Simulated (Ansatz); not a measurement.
**Run report: BSiH4SF, geometry relaxation (part 2 of 2)**

BSiH4SF; RKS PBE0-D4/def2-TZVP (Ansatz 0.2.0). The geometry is a transition state displaced along its imaginary mode. The reaction was set up to form Si2–H4 and to break B1–Si2 and S3–H4 (atoms counted from 1 in the order of the input); sticks are drawn by distance alone.

Geometry of the input (Å):
```
B  -0.8725  1.0055  -0.0129
Si 0.6662  -0.7678  0.1111
S  -1.3748  1.8578  -1.3633
H  -0.0591  0.2670  -0.7654
F  -1.1560  0.9072  1.3380
H  -0.1820  -1.8556  0.6731
H  1.3942  -1.2109  -1.0991
H  1.5840  -0.2032  1.1186
```

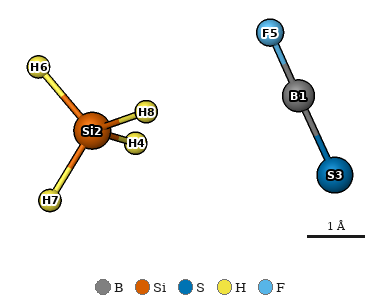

Figure 1. The geometry at step 16 of the log (ball-and-stick view, seen at a tilt; atoms are numbered from 1 in the order of the input).

### Output, continued
```
relax step  35: F+E_penalty+E_count = -22164.01338042 eV  Δ(F+E_penalty+E_count) = -2.693e-5 eV  max|allowed force component| = 5.405e-3 eV/Å  Δτ_max = 0.0048 Å  (24 SCF iters, accepted)
relax step  36: F+E_penalty+E_count = -22164.01338440 eV  Δ(F+E_penalty+E_count) = -3.986e-6 eV  max|allowed force component| = 5.578e-3 eV/Å  Δτ_max = 0.0036 Å  (23 SCF iters, accepted)
the calculation of the forces begins
reference -22163.88353339 eV, -814.5076966323 hartree; 24, 24 occupied and 136, 136 virtual orbitals, 1040 factors
relax step  37: F+E_penalty+E_count = -22164.01338786 eV  Δ(F+E_penalty+E_count) = -3.451e-6 eV  max|allowed force component| = 1.654e-3 eV/Å  Δτ_max = 0.0051 Å  (30 SCF iters, accepted)
1040 factors; their error is unknown
mean field evaluation 288: about -22163.8835 eV, gradient 8.2e-4 eV
mean field -22163.88349883 eV, -814.5076953621 hartree, gradient 2.0e-5 eV, S^2 0.000000; 1 other end points of the search recorded, 0 dependent functions left out
the calculation of the forces begins
reference -22163.88353339 eV, -814.5076966323 hartree; 24, 24 occupied and 136, 136 virtual orbitals, 1040 factors
Total energy: -22164.01342242 eV, -814.5124699660 hartree
Atom 0 at    -1.287910     1.855919     0.044855 Å, force    -0.000701    -0.000891     0.001654 eV/Å
Atom 1 at     0.746656    -1.133704     0.023479 Å, force     0.000066     0.000108     0.000631 eV/Å
Atom 2 at    -0.539713     2.318858    -1.303871 Å, force     0.000095     0.000417    -0.000495 eV/Å
Atom 3 at    -0.705604    -1.201788    -0.283797 Å, force     0.000615    -0.000552    -0.000363 eV/Å
Atom 4 at    -1.887113     1.497742     1.114283 Å, force     0.000470     0.000765    -0.001205 eV/Å
Atom 5 at     1.186303    -2.437601     0.583124 Å, force    -0.000318     0.000709    -0.000723 eV/Å
Atom 6 at     1.508629    -0.830756    -1.211437 Å, force    -0.000605    -0.000348     0.000685 eV/Å
Atom 7 at     0.978750    -0.068671     1.033363 Å, force     0.000378    -0.000209    -0.000184 eV/Å
Dipole moment:    -0.096090    -0.069234     0.181543 e Å
```

### Trajectory as extended XYZ (Å, eV, eV/Å), 13 of the 37 frames kept, from step=1 to step=37
```
8
Properties=species:S:1:pos:R:3:forces:R:3 step=1 energy=-22162.93687
B    -0.8725    1.0055   -0.0129   -1.5760   1.0465   1.0202
Si    0.6662   -0.7678    0.1111    0.9026  -1.3846   0.6087
S    -1.3748    1.8578   -1.3633   -0.0222   0.0945   0.3040
H    -0.0591    0.2670   -0.7654   -0.2439   0.1929   0.2560
F    -1.1560    0.9072    1.3380    0.9182  -0.2775  -2.0133
H    -0.1820   -1.8556    0.6731   -0.0188   0.2802  -0.1563
H     1.3942   -1.2109   -1.0991    0.0860  -0.1037   0.0018
H     1.5840   -0.2032    1.1186   -0.0459   0.1517  -0.0209
8
Properties=species:S:1:pos:R:3:forces:R:3 step=4 energy=-22163.57157
B    -1.1084    1.2478   -0.0541   -0.1543  -0.1518   2.3400
Si    0.7756   -0.8968    0.0635   -0.0031  -0.1462  -0.0385
S    -1.4661    2.1446   -1.3608   -0.1333   0.1625  -0.2734
H    -0.1916    0.0917   -0.6095    0.2444  -0.2101   0.0097
F    -1.1410    0.9608    1.2734    0.0450   0.3198  -2.0601
H    -0.0694   -1.9642    0.6453    0.0488   0.0056   0.0287
H     1.6269   -1.4032   -1.0390   -0.0170   0.0032   0.0022
H     1.5739   -0.1808    1.0812   -0.0305   0.0170  -0.0085
8
Properties=species:S:1:pos:R:3:forces:R:3 step=7 energy=-22163.92610
B    -1.4210    1.7350    0.0302   -0.2016   0.0439   0.2452
Si    0.8712   -1.0873    0.0474    0.0612  -0.0669  -0.0516
S    -1.4938    2.4260   -1.4468    0.0773  -0.3924   0.8597
H    -0.2087   -0.2302   -0.5057   -0.0055  -0.0640   0.0027
F    -1.4363    1.2444    1.2361    0.0440   0.4642  -1.0637
H     0.2815   -2.2915    0.6916    0.0215   0.0787  -0.0045
H     1.7417   -1.4910   -1.0816    0.0439  -0.0467  -0.0085
H     1.6655   -0.3055    1.0289   -0.0407  -0.0168   0.0206
8
Properties=species:S:1:pos:R:3:forces:R:3 step=10 energy=-22163.96690 accepted=F
B    -1.6064    1.9672    0.0601    0.2082   0.4351  -0.5863
Si    0.9643   -1.2169    0.0085   -0.3348  -0.1040   0.2788
S    -1.6321    2.6737   -1.3993   -0.0884  -0.2809   0.4275
H    -0.1990   -0.4817   -0.5785    0.2167  -0.0619  -0.0389
F    -1.5220    1.4666    1.2282   -0.1133  -0.1577   0.1651
H     0.4219   -2.4272    0.7023    0.1169   0.1506  -0.0790
H     1.9330   -1.6388   -1.0253    0.0099   0.0323  -0.1228
H     1.6404   -0.3429    1.0040   -0.0152  -0.0135  -0.0445
8
Properties=species:S:1:pos:R:3:forces:R:3 step=13 energy=-22163.98665
B    -1.5239    1.9535    0.0878   -0.0106   0.0338  -0.0507
Si    0.9215   -1.2064    0.0054   -0.0104   0.0256   0.0098
S    -1.5894    2.6653   -1.3556    0.0103  -0.0295   0.0499
H    -0.2228   -0.5613   -0.6942    0.0368  -0.0175   0.0184
F    -1.4817    1.4014    1.2395    0.0053  -0.0077   0.0041
H     0.4330   -2.3949    0.7509    0.0110   0.0162  -0.0093
H     1.9392   -1.6211   -0.9931   -0.0157   0.0055   0.0131
H     1.5242   -0.2365    0.9593   -0.0267  -0.0265  -0.0353
8
Properties=species:S:1:pos:R:3:forces:R:3 step=16 energy=-22163.98910
B    -1.4511    1.9072    0.1318   -0.0007   0.0163  -0.0464
Si    0.8734   -1.1799   -0.0220   -0.0512   0.0535   0.0269
S    -1.4111    2.6607   -1.2930    0.0026  -0.0551   0.1174
H    -0.3180   -0.7144   -0.7900    0.0892  -0.0385   0.0584
F    -1.4905    1.3159    1.2658   -0.0008   0.0406  -0.0703
H     0.4896   -2.3385    0.8290    0.0188   0.0527  -0.0312
H     1.9467   -1.5836   -0.9652   -0.0191   0.0109   0.0100
H     1.3609   -0.0673    0.8436   -0.0388  -0.0804  -0.0648
8
Properties=species:S:1:pos:R:3:forces:R:3 step=19 energy=-22163.99321
B    -1.4272    1.8904    0.1447   -0.0007  -0.0123   0.0200
Si    0.8531   -1.1728   -0.0314   -0.0762   0.0318   0.0225
S    -1.1996    2.6842   -1.2410   -0.0186  -0.0822   0.1468
H    -0.4083   -0.8419   -0.7525    0.0632  -0.0300   0.0422
F    -1.6151    1.2685    1.2492    0.0255   0.0927  -0.1674
H     0.6071   -2.3114    0.8951    0.0225   0.0534  -0.0456
H     1.9037   -1.5350   -1.0149   -0.0034   0.0014   0.0127
H     1.2863    0.0180    0.7509   -0.0123  -0.0548  -0.0312
8
Properties=species:S:1:pos:R:3:forces:R:3 step=22 energy=-22163.99167 accepted=F
B    -1.3439    1.8519    0.1476    0.0150   0.0143  -0.0521
Si    0.7887   -1.1463   -0.0366   -0.0870  -0.1281   0.0158
S    -0.8059    2.6428   -1.1616   -0.1775  -0.2459   0.4222
H    -0.5917   -1.0888   -0.6178    0.2204  -0.0106   0.0859
F    -1.7805    1.2309    1.1860    0.1595   0.2394  -0.3795
H     0.8665   -2.2839    0.9359   -0.0093   0.1930  -0.1576
H     1.7910   -1.3402   -1.1213   -0.0973   0.0069   0.0674
H     1.0758    0.1337    0.6677   -0.0239  -0.0690  -0.0022
8
Properties=species:S:1:pos:R:3:forces:R:3 step=25 energy=-22164.00041 accepted=F
B    -1.3255    1.8611    0.1161   -0.0274   0.0293   0.0628
Si    0.7751   -1.1529   -0.0193    0.0363  -0.0998  -0.0267
S    -0.7443    2.5748   -1.2118   -0.0916  -0.1392   0.2045
H    -0.6283   -1.1334   -0.5286    0.1288  -0.0095   0.0439
F    -1.7995    1.3202    1.1789    0.1198   0.1095  -0.2746
H     0.9716   -2.3554    0.8490   -0.0301   0.1645  -0.1193
H     1.7320   -1.1934   -1.1638   -0.1231  -0.0001   0.1150
H     1.0190    0.0790    0.7795   -0.0126  -0.0547  -0.0056
8
Properties=species:S:1:pos:R:3:forces:R:3 step=28 energy=-22164.00653
B    -1.3174    1.8562    0.0932   -0.0075   0.0254   0.0131
Si    0.7708   -1.1427   -0.0047    0.0347  -0.0825  -0.0248
S    -0.7061    2.5136   -1.2469   -0.0437  -0.0686   0.1015
H    -0.6469   -1.1261   -0.4584    0.0498   0.0075   0.0198
F    -1.8130    1.3541    1.1610    0.0533   0.0414  -0.1187
H     1.0158   -2.3878    0.7783   -0.0126   0.0940  -0.0558
H     1.6758   -1.1061   -1.1868   -0.0711   0.0182   0.0931
H     1.0211    0.0389    0.8644   -0.0030  -0.0355  -0.0284
8
Properties=species:S:1:pos:R:3:forces:R:3 step=31 energy=-22164.01187
B    -1.2899    1.8415    0.0563    0.0217   0.0231  -0.0488
Si    0.7497   -1.1295    0.0167    0.0525  -0.0267  -0.0112
S    -0.5883    2.3707   -1.2968   -0.0575  -0.0494   0.1179
H    -0.6957   -1.1540   -0.3309    0.0189  -0.0124   0.0038
F    -1.8543    1.4338    1.1287    0.0366   0.0279  -0.0699
H     1.1266   -2.4272    0.6443   -0.0232   0.0685  -0.0456
H     1.5592   -0.9023   -1.2101   -0.0488  -0.0132   0.0729
H     0.9927   -0.0330    0.9918   -0.0002  -0.0176  -0.0191
8
Properties=species:S:1:pos:R:3:forces:R:3 step=34 energy=-22164.01335
B    -1.2899    1.8564    0.0471   -0.0073   0.0014   0.0077
Si    0.7482   -1.1353    0.0228   -0.0024   0.0094  -0.0051
S    -0.5452    2.3264   -1.3011    0.0025  -0.0016  -0.0019
H    -0.7028   -1.1978   -0.2907   -0.0036  -0.0048   0.0038
F    -1.8876    1.4942    1.1162    0.0055  -0.0003  -0.0065
H     1.1814   -2.4372    0.5909   -0.0012  -0.0046   0.0027
H     1.5146   -0.8423   -1.2113    0.0057   0.0010  -0.0052
H     0.9813   -0.0644    1.0260    0.0007  -0.0005   0.0045
8
Properties=species:S:1:pos:R:3:forces:R:3 step=37 energy=-22164.01339
B    -1.2879    1.8559    0.0449   -0.0007  -0.0009   0.0017
Si    0.7467   -1.1337    0.0235    0.0001   0.0001   0.0006
S    -0.5397    2.3189   -1.3039    0.0001   0.0004  -0.0005
H    -0.7056   -1.2018   -0.2838    0.0006  -0.0006  -0.0004
F    -1.8871    1.4977    1.1143    0.0005   0.0008  -0.0012
H     1.1863   -2.4376    0.5831   -0.0003   0.0007  -0.0007
H     1.5086   -0.8308   -1.2114   -0.0006  -0.0003   0.0007
H     0.9788   -0.0687    1.0334    0.0004  -0.0002  -0.0002
```

### Summary

| quantity | value |
| --- | --- |
| outcome | converged |
| total energy | −22164.0134 eV |
| mean-field energy | −22163.8835 eV |
| dispersion energy | −0.1299 eV |
| SCF solution under orbital rotations | stable |
| largest force (length of the vector) at the end | 0.002 eV/Å |
| dipole moment | 1.04 D |
| hardware | 4 threads of Arm Neoverse V1, 23 GiB of memory available, shared host |
| wall time | 70 s (CPU time 4.3 min) |
| peak memory | 0.35 GiB |
